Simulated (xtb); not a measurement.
SiPH5O2: geometry relaxation (part 2 of 3)

The same run, continued: SiPH5O2; GFN2-xTB (xtb 6.7.1). Some settings of this run were made unusual or wrong on purpose.

Geometry of the input (Å):
```
O  -0.5893  1.2899  -1.9020
Si 0.8177  0.5620  -0.6064
O  0.3024  -0.7781  0.2018
P  -0.9422  -0.8349  1.2776
H  -1.2801  1.8525  -1.5497
H  1.1706  1.6053  0.3913
H  1.9645  0.1235  -1.4211
H  -0.3059  -1.5909  2.3026
H  -1.6120  -1.9843  0.7706
```

What the program printed, continued
```
molecular dipole:
                 x           y           z       tot (Debye)
 q only:       -0.284       0.669       0.158
   full:       -0.350       0.308       0.198       1.287
molecular quadrupole (traceless):
                xx          xy          yy          xz          yz          zz
 q only:        1.475      -0.241       1.052      -0.586      -1.772      -2.527
  q+dip:        0.607      -1.683       3.228       1.968      -1.118      -3.835
   full:        0.799      -0.603       2.770       0.916      -2.561      -3.569

           -------------------------------------------------
          |                Geometry Summary                 |
           -------------------------------------------------

      molecular mass/u    :       96.0977743
   center of mass at/Å    :       -0.1293114      -0.0017220      -0.0412235
  moments of inertia/u·Å² :        0.4706001E+02   0.2180505E+03   0.2484266E+03
rotational constants/cm⁻¹ :        0.3582156E+00   0.7731069E-01   0.6785759E-01

 * 7 selected distances

     #   Z          #   Z                                           value/Å
     1   8          2  14                                         1.6963576 (max)
     2  14          3   8                                         1.6723101
     1   8          5   1                                         0.9677331 (min)
     2  14          6   1                                         1.4779586
     2  14          7   1                                         1.4683772
     4  15          8   1                                         1.4140311
     4  15          9   1                                         1.4124085

 * 4 distinct bonds (by element types)

   Z      Z             #   av. dist./Å        max./Å        min./Å
   1 H    8 O           1     0.9677331     0.9677331     0.9677331
   1 H   14 Si          2     1.4731679     1.4779586     1.4683772
   8 O   14 Si          2     1.6843339     1.6963576     1.6723101
   1 H   15 P           2     1.4132198     1.4140311     1.4124085

           -------------------------------------------------
          |               Frequency Printout                |
           -------------------------------------------------
 projected vibrational frequencies (cm⁻¹)
eigval :       -0.00    -0.00    -0.00    -0.00     0.00     0.00
eigval :      396.81   472.73   475.32   693.21   756.79   843.75
eigval :      866.32  1009.09  1176.32  1178.57  1248.15  1359.89
eigval :     1388.04  1426.06  1446.80  1561.97  2280.93  2308.42
eigval :     2348.98  2372.68  3492.65
 reduced masses (amu)
    1:      7.43    2:      7.19    3:      7.52    4:      6.00    5:      6.05    6:      7.61
    7:     16.94    8:     15.11    9:     12.69   10:     15.99   11:     15.60   12:      2.96
   13:      1.95   14:      1.13   15:      1.11   16:      1.06   17:      1.07   18:      1.04
   19:      1.01   20:      1.02   21:      1.01   22:      1.02   23:      1.03   24:      1.02
   25:      1.03   26:      1.02   27:      1.06
 IR intensities (km·mol⁻¹)
    1:      0.12    2:      0.37    3:      0.35    4:      0.35    5:      0.46    6:      0.12
Molecule has no symmetry elements
It seems to be the C1 point group
    7:     11.50    8:     56.26    9:     33.54   10:     71.54   11:    279.10   12:    586.72
   13:    235.60   14:    116.34   15:     36.70   16:      6.85   17:     17.41   18:    127.89
   19:     90.23   20:    167.69   21:     58.03   22:     12.30   23:    339.20   24:    103.59
   25:    218.00   26:     91.96   27:     34.60
 Raman intensities (Ä⁴*amu⁻¹)
    1:      0.00    2:      0.00    3:      0.00    4:      0.00    5:      0.00    6:      0.00
    7:      0.00    8:      0.00    9:      0.00   10:      0.00   11:      0.00   12:      0.00
   13:      0.00   14:      0.00   15:      0.00   16:      0.00   17:      0.00   18:      0.00
   19:      0.00   20:      0.00   21:      0.00   22:      0.00   23:      0.00   24:      0.00
   25:      0.00   26:      0.00   27:      0.00
 output can be read by thermo (or use thermo option).
 writing <g98.out> molden fake output.
 recommended (thermochemical) frequency scaling factor: 1.0
           -------------------------------------------------
          |             Thermodynamic Functions             |
           -------------------------------------------------

c1  symmetry found (for desy threshold:  0.10E+00) used in thermo

          ...................................................
          :                      SETUP                      :
          :.................................................:
          :  # frequencies                          21      :
          :  # imaginary freq.                       0      :
          :  linear?                             false      :
          :  only rotor calc.                    false      :
          :  symmetry                               c1      :
          :  rotational number                       1      :
          :  scaling factor                  1.0000000      :
          :  rotor cutoff                   50.0000000 cm⁻¹ :
          :  imag. cutoff                  -20.0000000 cm⁻¹ :
          :.................................................:

    mode    ω/cm⁻¹     T·S(HO)/kcal·mol⁻¹    T·S(FR)/kcal·mol⁻¹   T·S(vib)
   ------------------------------------------------------------------------
   ------------------------------------------------------------------------

   temp. (K)  partition function   enthalpy   heat capacity  entropy
                                   cal/mol     cal/K/mol   cal/K/mol   J/K/mol
 298.15  VIB   1.63                  787.874      8.263      3.617
         ROT  0.122E+06              888.727      2.981     26.254
         INT  0.199E+06             1676.602     11.244     29.871
         TR   0.288E+26             1481.212      4.968     39.599
         TOT                        3157.8140    16.2117    69.4708   290.6659

       T/K    H(0)-H(T)+PV         H(T)/Eh          T*S/Eh         G(T)/Eh
   ------------------------------------------------------------------------
    298.15    0.503230E-02    0.713349E-01    0.330078E-01    0.383271E-01
   ------------------------------------------------------------------------

         :::::::::::::::::::::::::::::::::::::::::::::::::::::
         ::                  THERMODYNAMIC                  ::
         :::::::::::::::::::::::::::::::::::::::::::::::::::::
         :: total free energy         -15.372198306476 Eh   ::
         ::.................................................::
         :: total energy              -15.410525364596 Eh   ::
         :: zero point energy           0.066302583239 Eh   ::
         :: G(RRHO) w/o ZPVE           -0.027975525118 Eh   ::
         :: G(RRHO) contrib.            0.038327058121 Eh   ::
         :::::::::::::::::::::::::::::::::::::::::::::::::::::

optimized geometry written to: xtbopt.xyz

           -------------------------------------------------
          | TOTAL ENERGY              -15.410525364596 Eh   |
          | TOTAL ENTHALPY            -15.339190484409 Eh   |
          | TOTAL FREE ENERGY         -15.372198306476 Eh   |
          | GRADIENT NORM               0.000173616013 Eh/α |
          | HOMO-LUMO GAP               5.258043407426 eV   |
           -------------------------------------------------

------------------------------------------------------------------------
 unit  open   action     filename
   10 false : read       xtb.inp
   10 false : read       mol.xyz
   10 false : read       xtb.inp
   10 false : read       [file]
   10 false : written    xtbopt.log
   10 false : replaced   xtbopt.log
   10 false : replaced   xtbopt.log
   10 false : replaced   xtbopt.log
   10 false : replaced   xtbopt.log
   10 false : written    hessian
   10 false : written    hessian_sph
   10 false : written    charges
   10 false : written    wbo
   10 false : written    xtbtopo.mol
   10 false : written    vibspectrum
   10  true : written    g98.out
   11 false : written    xtbopt.xyz
   11 false : written    xtbrestart

------------------------------------------------------------------------
------------------------------------------------------------------------
 total:
 *  cpu-time:     0 d,  0 h,  0 min,  1.010 sec
 * ratio c/w:     1.000 speedup
 SCF:
 *  cpu-time:     0 d,  0 h,  0 min,  0.005 sec
 * ratio c/w:     1.000 speedup
 analytical hessian:
 *  cpu-time:     0 d,  0 h,  0 min,  0.191 sec
 * ratio c/w:     1.000 speedup
```

File vibspectrum
```
$vibrational spectrum
#  mode     symmetry     wave number   IR intensity    selection rules
#                         cm**(-1)      (km*mol⁻¹)        IR
     1                      -0.00         0.00000          -
     2                      -0.00         0.00000          -
     3                      -0.00         0.00000          -
     4                      -0.00         0.00000          -
     5                       0.00         0.00000          -
     6                       0.00         0.00000          -
     7        a            396.81        11.49703         YES
     8        a            472.73        56.25853         YES
     9        a            475.32        33.54251         YES
    10        a            693.21        71.53851         YES
    11        a            756.79       279.09994         YES
    12        a            843.75       586.72120         YES
    13        a            866.32       235.59882         YES
    14        a           1009.09       116.33606         YES
    15        a           1176.32        36.70059         YES
    16        a           1178.57         6.85470         YES
    17        a           1248.15        17.41447         YES
    18        a           1359.89       127.89129         YES
    19        a           1388.04        90.22638         YES
    20        a           1426.06       167.68795         YES
    21        a           1446.80        58.02693         YES
    22        a           1561.97        12.30131         YES
    23        a           2280.93       339.19752         YES
    24        a           2308.42       103.58987         YES
    25        a           2348.98       217.99695         YES
    26        a           2372.68        91.95958         YES
    27        a           3492.65        34.59505         YES
$end
```

File xtbopt.xyz
```
9
 energy: -14.996010830357 gnorm: 0.099899305216 xtb: 6.7.1 (unknown-commit)
O           -0.45135354763809        1.22516553747519       -1.74975146752552
Si           0.72566966787486        0.62779817801801       -0.68420123509584
O            0.26762855504709       -0.72740087846558        0.18197112463884
P           -0.96254691181399       -0.83007397982683        1.28840006651366
H           -1.20386350192423        1.79476424936647       -1.53575780285440
H            1.13527518481924        1.60010001529989        0.35079331408146
H            1.89264738469422        0.12688206140288       -1.42134255423269
H           -0.28906735903417       -1.59058285703642        2.27203363211397
H           -1.58871005824311       -1.98169077710820        0.76247615051791
```

Standard error
```
normal termination of xtb
```

Trajectory as extended XYZ (Å, eV, eV/Å), 21 of the 40 frames kept, from step=0 to step=39
```
9
Properties=species:S:1:pos:R:3 step=0 energy=-418.49843
O    -0.5893    1.2899   -1.9020
Si    0.8177    0.5620   -0.6064
O     0.3024   -0.7781    0.2018
P    -0.9422   -0.8349    1.2776
H    -1.2801    1.8525   -1.5497
H     1.1706    1.6053    0.3913
H     1.9645    0.1235   -1.4211
H    -0.3059   -1.5909    2.3026
H    -1.6120   -1.9843    0.7706
9
Properties=species:S:1:pos:R:3 step=2 energy=-418.91327
O    -0.4031    1.2089   -1.6809
Si    0.6771    0.6453   -0.7323
O     0.2521   -0.7005    0.1495
P    -0.9623   -0.8491    1.2960
H    -1.2062    1.7913   -1.5534
H     1.1483    1.5538    0.3193
H     1.8902    0.1544   -1.3821
H    -0.2778   -1.5757    2.2925
H    -1.5926   -1.9835    0.7560
9
Properties=species:S:1:pos:R:3 step=4 energy=-419.31565
O    -0.4527    1.2149   -1.7573
Si    0.7373    0.6263   -0.6732
O     0.2857   -0.7190    0.1964
P    -0.9524   -0.8298    1.3001
H    -1.1944    1.7974   -1.5420
H     1.1187    1.6239    0.3501
H     1.8822    0.1233   -1.4431
H    -0.3023   -1.6275    2.2696
H    -1.5965   -1.9647    0.7639
9
Properties=species:S:1:pos:R:3 step=6 energy=-419.30681
O    -0.4492    1.2261   -1.7652
Si    0.7078    0.6301   -0.6829
O     0.2440   -0.7271    0.1697
P    -0.9648   -0.8256    1.3035
H    -1.2154    1.7773   -1.5472
H     1.1545    1.5825    0.3626
H     1.9005    0.1374   -1.3889
H    -0.2489   -1.5945    2.2536
H    -1.6029   -1.9612    0.7594
9
Properties=species:S:1:pos:R:3 step=8 energy=-419.32362
O    -0.4383    1.2310   -1.7487
Si    0.7393    0.6350   -0.6798
O     0.2756   -0.7220    0.1744
P    -0.9607   -0.8276    1.2771
H    -1.2069    1.7822   -1.5374
H     1.1285    1.5990    0.3731
H     1.8826    0.1254   -1.4475
H    -0.3029   -1.5878    2.2688
H    -1.5915   -1.9902    0.7847
9
Properties=species:S:1:pos:R:3 step=10 energy=-419.33028
O    -0.4518    1.2213   -1.7532
Si    0.7166    0.6278   -0.6767
O     0.2627   -0.7274    0.1902
P    -0.9694   -0.8338    1.2950
H    -1.2037    1.7940   -1.5434
H     1.1624    1.5944    0.3506
H     1.8789    0.1400   -1.4253
H    -0.2909   -1.5864    2.2814
H    -1.5790   -1.9849    0.7460
9
Properties=species:S:1:pos:R:3 step=12 energy=-419.33895
O    -0.4552    1.2224   -1.7494
Si    0.7266    0.6326   -0.6837
O     0.2696   -0.7230    0.1805
P    -0.9625   -0.8315    1.2856
H    -1.2003    1.8041   -1.5404
H     1.1334    1.6052    0.3528
H     1.8901    0.1167   -1.4181
H    -0.2887   -1.5935    2.2675
H    -1.5872   -1.9881    0.7697
9
Properties=species:S:1:pos:R:3 step=14 energy=-419.33562
O    -0.4417    1.2361   -1.7586
Si    0.7165    0.6203   -0.6848
O     0.2610   -0.7346    0.1836
P    -0.9644   -0.8337    1.2958
H    -1.1958    1.8006   -1.5408
H     1.1279    1.5932    0.3488
H     1.8900    0.1376   -1.4231
H    -0.2812   -1.5887    2.2777
H    -1.5866   -1.9858    0.7660
9
Properties=species:S:1:pos:R:3 step=16 energy=-419.34100
O    -0.4519    1.2242   -1.7489
Si    0.7274    0.6295   -0.6831
O     0.2700   -0.7269    0.1807
P    -0.9610   -0.8331    1.2866
H    -1.2031    1.7951   -1.5353
H     1.1332    1.6031    0.3521
H     1.8909    0.1231   -1.4217
H    -0.2871   -1.5885    2.2738
H    -1.5927   -1.9816    0.7606
9
Properties=species:S:1:pos:R:3 step=18 energy=-419.34164
O    -0.4523    1.2234   -1.7488
Si    0.7256    0.6268   -0.6841
O     0.2672   -0.7280    0.1822
P    -0.9630   -0.8294    1.2887
H    -1.2035    1.7960   -1.5367
H     1.1346    1.5981    0.3520
H     1.8932    0.1283   -1.4218
H    -0.2879   -1.5894    2.2716
H    -1.5883   -1.9809    0.7615
9
Properties=species:S:1:pos:R:3 step=20 energy=-419.34156
O    -0.4506    1.2269   -1.7508
Si    0.7257    0.6288   -0.6843
O     0.2681   -0.7268    0.1814
P    -0.9621   -0.8313    1.2879
H    -1.2041    1.7936   -1.5344
H     1.1363    1.6026    0.3487
H     1.8925    0.1258   -1.4203
H    -0.2903   -1.5918    2.2726
H    -1.5899   -1.9829    0.7637
9
Properties=species:S:1:pos:R:3 step=21 energy=-419.33953
O    -0.4522    1.2234   -1.7503
Si    0.7247    0.6240   -0.6853
O     0.2652   -0.7299    0.1812
P    -0.9635   -0.8264    1.2893
H    -1.2029    1.7955   -1.5360
H     1.1290    1.5884    0.3587
H     1.8949    0.1309   -1.4231
H    -0.2829   -1.5834    2.2706
H    -1.5866   -1.9777    0.7596
9
Properties=species:S:1:pos:R:3 step=23 energy=-419.33884
O    -0.4481    1.2321   -1.7512
Si    0.7260    0.6295   -0.6852
O     0.2661   -0.7291    0.1752
P    -0.9634   -0.8364    1.2828
H    -1.2016    1.7995   -1.5355
H     1.1341    1.6031    0.3496
H     1.8933    0.1245   -1.4191
H    -0.2876   -1.5843    2.2747
H    -1.5930   -1.9939    0.7733
9
Properties=species:S:1:pos:R:3 step=25 energy=-419.33267
O    -0.4570    1.2212   -1.7461
Si    0.7226    0.6239   -0.6830
O     0.2647   -0.7256    0.1915
P    -0.9730   -0.8243    1.2888
H    -1.2021    1.8018   -1.5340
H     1.1451    1.5912    0.3507
H     1.8862    0.1263   -1.4274
H    -0.2980   -1.5804    2.2744
H    -1.5630   -1.9893    0.7498
9
Properties=species:S:1:pos:R:3 step=27 energy=-419.33310
O    -0.4530    1.2244   -1.7416
Si    0.7339    0.6293   -0.6859
O     0.2778   -0.7284    0.1769
P    -0.9600   -0.8323    1.2753
H    -1.2124    1.7802   -1.5167
H     1.1377    1.6045    0.3493
H     1.8972    0.1240   -1.4266
H    -0.2983   -1.5763    2.2797
H    -1.5972   -1.9806    0.7544
9
Properties=species:S:1:pos:R:3 step=29 energy=-419.34069
O    -0.4527    1.2231   -1.7495
Si    0.7242    0.6249   -0.6842
O     0.2660   -0.7299    0.1830
P    -0.9646   -0.8315    1.2891
H    -1.2034    1.7954   -1.5359
H     1.1403    1.5978    0.3472
H     1.8966    0.1369   -1.4213
H    -0.2886   -1.5893    2.2731
H    -1.5921   -1.9824    0.7631
9
Properties=species:S:1:pos:R:3 step=31 energy=-419.34162
O    -0.4515    1.2262   -1.7503
Si    0.7257    0.6289   -0.6847
O     0.2677   -0.7266    0.1807
P    -0.9618   -0.8292    1.2879
H    -1.2056    1.7936   -1.5359
H     1.1363    1.5990    0.3520
H     1.8928    0.1258   -1.4201
H    -0.2901   -1.5911    2.2716
H    -1.5877   -1.9815    0.7635
9
Properties=species:S:1:pos:R:3 step=33 energy=-419.34168
O    -0.4514    1.2242   -1.7492
Si    0.7260    0.6269   -0.6842
O     0.2674   -0.7279    0.1825
P    -0.9636   -0.8296    1.2880
H    -1.2033    1.7945   -1.5349
H     1.1354    1.6000    0.3500
H     1.8939    0.1292   -1.4222
H    -0.2892   -1.5903    2.2708
H    -1.5895   -1.9821    0.7637
9
Properties=species:S:1:pos:R:3 step=35 energy=-419.34174
O    -0.4515    1.2254   -1.7498
Si    0.7257    0.6277   -0.6847
O     0.2678   -0.7274    0.1817
P    -0.9621   -0.8299    1.2885
H    -1.2038    1.7952   -1.5353
H     1.1342    1.6002    0.3504
H     1.8930    0.1262   -1.4210
H    -0.2895   -1.5910    2.2723
H    -1.5882   -1.9815    0.7625
9
Properties=species:S:1:pos:R:3 step=37 energy=-419.34175
O    -0.4515    1.2249   -1.7497
Si    0.7255    0.6274   -0.6843
O     0.2676   -0.7277    0.1821
P    -0.9627   -0.8302    1.2885
H    -1.2037    1.7950   -1.5358
H     1.1357    1.5998    0.3504
H     1.8931    0.1282   -1.4215
H    -0.2893   -1.5905    2.2723
H    -1.5891   -1.9818    0.7626
9
Properties=species:S:1:pos:R:3 step=39 energy=-419.34176
O    -0.4513    1.2252   -1.7497
Si    0.7257    0.6278   -0.6842
O     0.2676   -0.7274    0.1820
P    -0.9626   -0.8301    1.2884
H    -1.2039    1.7948   -1.5358
H     1.1353    1.6001    0.3508
H     1.8926    0.1269   -1.4213
H    -0.2891   -1.5906    2.2720
H    -1.5887   -1.9817    0.7625
```

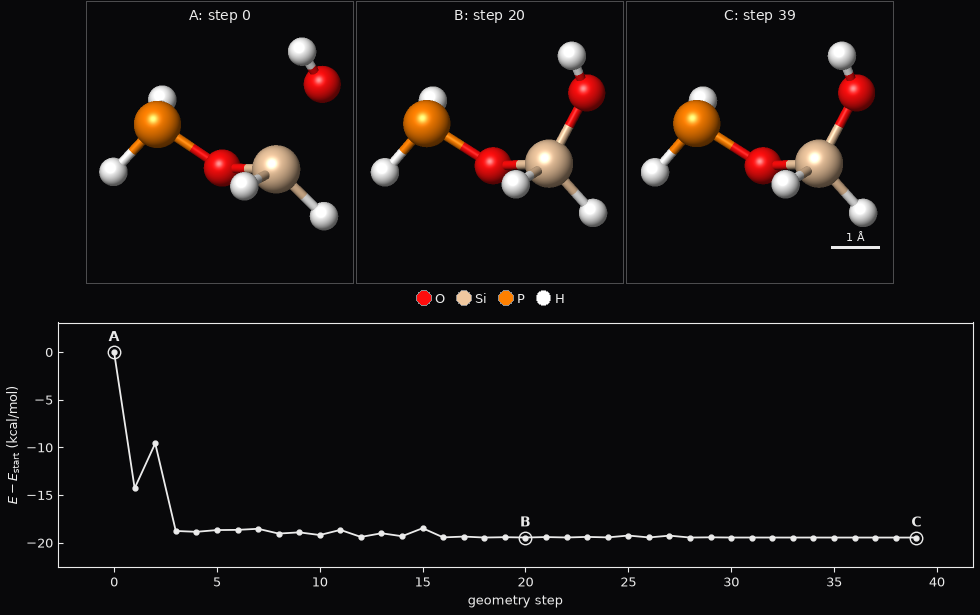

**Figure 1.** Frames of the relaxation (ball-and-stick view, seen at a tilt) above the curves, on which the letters mark them (steps are counted from 0).
